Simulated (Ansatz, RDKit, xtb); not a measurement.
# Isomers of C4H6BF3, a sample narrowed down, part 2 of 2

Which of a sample of isomers of C4H6BF3 is the most stable in the gas at 298.15 K, and what are its properties? The sample is small against all isomers, and the most stable one of this formula need not be in it.

xtb, Ansatz and PySCF; isolated molecules. The steps go on from the part before.

## (10) c261a at MP2/def2-TZVPP

The input, input.yaml:

```yaml
basis:
  gaussian:
    orbitals: def2-TZVPP
crystal:
  periodic: [false, false, false]
  atoms:
    - {symbol: C, position_ang: [-0.144267, 2.064332, -1.226757]}
    - {symbol: C, position_ang: [0.028802, 0.749871, -0.462885]}
    - {symbol: C, position_ang: [-1.058980, -0.253941, -0.775570]}
    - {symbol: C, position_ang: [-0.751827, -1.358737, -1.477319]}
    - {symbol: B, position_ang: [-2.504161, 0.020106, -0.291348]}
    - {symbol: F, position_ang: [-1.642986, -2.287289, -1.812610]}
    - {symbol: F, position_ang: [-2.748944, 1.080745, 0.473237]}
    - {symbol: F, position_ang: [-3.539334, -0.749352, -0.585533]}
    - {symbol: H, position_ang: [-1.116923, 2.527851, -0.998692]}
    - {symbol: H, position_ang: [0.642504, 2.785925, -0.956695]}
    - {symbol: H, position_ang: [-0.096735, 1.897292, -2.314658]}
    - {symbol: H, position_ang: [0.022497, 0.958488, 0.621543]}
    - {symbol: H, position_ang: [1.018696, 0.314998, -0.687399]}
    - {symbol: H, position_ang: [0.254324, -1.614528, -1.837056]}
correlation:
  method: mp2
  frozen_orbitals: {F: 1, B: 1, C: 1, H: 0}
```

On the command line:

```
$ ansatz run input.yaml --threads 4 --pin off --max-ram 7830MiB --events-out events.jsonl --progress --plain --runs-dir runs
```

What it wrote:

```text
Warning: RAYON_NUM_THREADS=4 ignored (pool sized by the plan → 4); use --threads N
Functional definition: HF
  name "HF"
  exchange = exact_x
  correlation = 0
2054 factors; integrals over basis functions are off by at most 1.0e-3 eV
mean field evaluation 1: about -13009.4895 eV, gradient 4.7e1 eV
mean field evaluation 2: about -13009.7788 eV, gradient 4.8e1 eV
mean field evaluation 4: about -13014.6806 eV, gradient 4.7e0 eV
mean field evaluation 8: about -13014.7603 eV, gradient 2.9e-1 eV
mean field -13014.76089033 eV, -478.2836409979 hartree, gradient 5.7e-6 eV, S^2 0.000000; 0 other end points of the search recorded, 0 dependent functions left out; unrestricted orbitals would lower it
mean field evaluation 16: about -13014.6634 eV, gradient 1.5e0 eV
8 core orbitals not correlated: weight in the atoms' cores, before any rotation towards them, 1.000 or more for the frozen orbitals, at most 0.000 for the correlated occupied ones
reference -13014.76089033 eV, -478.2836409979 hartree; 23, 23 occupied and 301, 301 virtual orbitals, 2054 factors
second order -40.72298151 eV of doubles, -0.00000000 eV of singles
Total energy: -13055.48387184 eV, -479.7801829654 hartree
```

Wall time 9.3 s (4 threads of Arm Neoverse V2, shared host); peak memory 1.2 GiB.

## (11) c380a at CCSD(T)/def2-SVP

The input, input.yaml:

```yaml
basis:
  gaussian:
    orbitals: def2-SVP
crystal:
  periodic: [false, false, false]
  atoms:
    - symbol: C
      position_ang: [-1.980028, 1.361481, 0.117627]
    - symbol: C
      position_ang: [-1.712606, -0.069738, 0.512628]
    - symbol: C
      position_ang: [-1.781455, -1.076758, -0.388697]
    - symbol: C
      position_ang: [-2.118679, -0.893780, -1.828914]
    - symbol: B
      position_ang: [-1.347909, -0.432431, 1.971639]
    - symbol: F
      position_ang: [-2.105481, -2.098208, -2.495579]
    - symbol: F
      position_ang: [-1.256349, 0.500172, 2.913129]
    - symbol: F
      position_ang: [-1.110869, -1.683535, 2.347649]
    - symbol: H
      position_ang: [-1.284844, 1.702443, -0.669918]
    - symbol: H
      position_ang: [-1.875260, 2.044548, 0.971681]
    - symbol: H
      position_ang: [-2.999938, 1.487260, -0.287057]
    - symbol: H
      position_ang: [-1.583732, -2.111577, -0.081538]
    - symbol: H
      position_ang: [-1.396708, -0.208202, -2.317010]
    - symbol: H
      position_ang: [-3.121890, -0.435018, -1.941558]
correlation:
  method: ccsd_t
  frozen_orbitals: {F: 1, B: 1, C: 1, H: 0}
```

On the command line:

```
$ ansatz run input.yaml --threads 4 --pin off --max-ram 7830MiB --events-out events.jsonl --progress --plain --runs-dir runs
```

What it wrote, cut to the lines that bear on the results:

```text
Warning: RAYON_NUM_THREADS=4 ignored (pool sized by the plan → 4); use --threads N
[... 2 set-up lines as earlier in the session ...]
[...]
1424 factors; integrals over basis functions are off by at most 1.3e-3 eV
[...]
mean field -12999.14581893 eV, -477.7097977083 hartree, gradient 2.1e-6 eV, S^2 0.000000; 0 other end points of the search recorded, 0 dependent functions left out; unrestricted orbitals would lower it
8 core orbitals not correlated: weight in the atoms' cores, before any rotation towards them, 1.000 or more for the frozen orbitals, at most 0.000 for the correlated occupied ones
reference -12999.14581893 eV, -477.7097977083 hartree; 23, 23 occupied and 111, 111 virtual orbitals, 1424 factors
second order -31.78993631 eV of doubles, -0.00000000 eV of singles
cycle   1  -32.32288108 eV  change   -5.3e-1 eV  update   1.2e-1
[...]
cycle   9  -33.22962311 eV  change   -3.5e-5 eV  update   3.4e-5
perturbative correction -0.87136681 eV, -0.0320221395 hartree
Total energy: -13033.24680885 eV, -478.9629859733 hartree
```

Wall time 38 s (4 threads of Arm Neoverse V2, shared host); peak memory 1.3 GiB.

For c261a, c380a the log finds that unrestricted Hartree-Fock orbitals lie lower, a sign to watch the closed-shell reference there.

## (12) Free energies and the winner

Energies in kcal/mol from c261a; G adds the thermal terms to the CCSD(T)/def2-SVP + MP2/def2-TZVPP - MP2/def2-SVP energy. The columns left of the relaxed level are at the tight-binding geometries.

```
label           SMILES     spin  GFN2-xTB  HF/STO-3G  r2SCAN-D4/def2-SVP  r2SCAN-D4/def2-SVP, relaxed  HF/def2-SVP  MP2/def2-SVP  CCSD(T)/def2-SVP + MP2/def2-TZVPP - MP2/def2-SVP    G  share at equilibrium     T1
c261a  CC/C(=C/F)B(F)F  singlet       0.0        0.0                 0.0                          0.0          0.0           0.0                                               0.0  0.0                61.2 %  0.012
c380a  C/C(=C\CF)B(F)F  singlet       0.6        7.7                 4.2                          4.2          0.7           4.1                                               1.4  0.3                36.7 %  0.012
c674c    FC/C=C/CB(F)F  singlet       4.0       10.4                 7.9                          7.5          2.2           6.6                                               3.4  2.0                 2.1 %  0.012
c155d   FCC1(B(F)F)CC1  singlet      -1.9        4.0                 4.8                          4.9          5.3           3.4                                               5.7  6.5               < 0.1 %  0.011
```

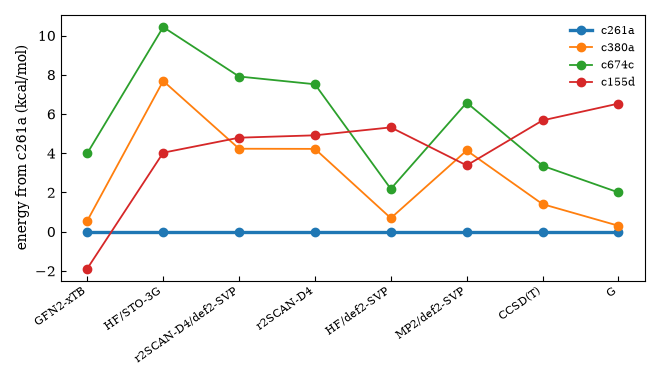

The finalists at each level, measured from c261a.

Lowest found: c261a, `CC/C(=C/F)B(F)F`, a singlet. Bond lengths: C1–C2 1.530 Å, C2–C3 1.513 Å, C3–C4 1.344 Å, C3–B5 1.549 Å, C4–F6 1.330 Å, B5–F7 1.330 Å, B5–F8 1.323 Å, C1–H9 1.101 Å, C1–H10 1.101 Å, C1–H11 1.102 Å, C2–H12 1.104 Å, C2–H13 1.104 Å, C4–H14 1.099 Å. Some angles: C1–C2–C3 112.7°, C2–C3–C4 119.3°, C2–C3–B5 119.3°, C4–C3–B5 121.5°, C3–C4–F6 123.5°, C3–B5–F7 119.5°, C3–B5–F8 123.9°, F7–B5–F8 116.6°, C1–C2–H12 109.1°, C1–C2–H13 109.8°.

```xyz
14

C    -0.1443    2.0643   -1.2268
C     0.0288    0.7499   -0.4629
C    -1.0590   -0.2539   -0.7756
C    -0.7518   -1.3587   -1.4773
B    -2.5042    0.0201   -0.2913
F    -1.6430   -2.2873   -1.8126
F    -2.7489    1.0807    0.4732
F    -3.5393   -0.7494   -0.5855
H    -1.1169    2.5279   -0.9987
H     0.6425    2.7859   -0.9567
H    -0.0967    1.8973   -2.3147
H     0.0225    0.9585    0.6215
H     1.0187    0.3150   -0.6874
H     0.2543   -1.6145   -1.8371
```

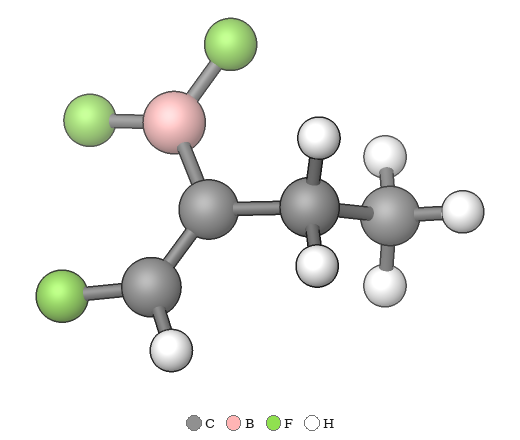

The lowest structure found, seen from a chosen angle (carbon grey, boron pink, fluorine green, hydrogen white).

## (13) What came out

The summary covers parts 1 to 2.

| quantity | value |
| --- | --- |
| lowest structure found | CC/C(=C/F)B(F)F, singlet |
| next finalist | C/C(=C\CF)B(F)F, singlet, 0.3 kcal/mol higher in G |
| share at equilibrium, among the finalists | 61.2 % |
| funnel | 17 starts, 13 minima at GFN2-xTB, 8 screening runs, 4 relaxed, 4 ranked |
| CPU time of all runs | 18 min |

What this shows: The lowest structure found is `CC/C(=C/F)B(F)F`. Its margin of 0.3 kcal/mol is inside the likely error of CCSD(T)/def2-SVP + MP2/def2-TZVPP - MP2/def2-SVP with harmonic terms (about 1.5 kcal/mol), so the order of the first two is not settled. HF/STO-3G, r2SCAN-D4/def2-SVP, r2SCAN-D4/def2-SVP, relaxed, HF/def2-SVP and MP2/def2-SVP already put its bonding pattern lowest among the structures in one piece; GFN2-xTB favours the singlet FCC1(B(F)F)CC1 (c155a, not a finalist). The largest share of the time went into the final energies (68 %). The search is not exhaustive (a finite list of starts, one conformer a finalist), so a lower isomer can't be ruled out. Only 8 drawn patterns were tried, so whole families of isomers are missing, and the result ranks this sample alone. The lowest isomer need not be the one that is made and kept in a bottle, which depends on barriers.
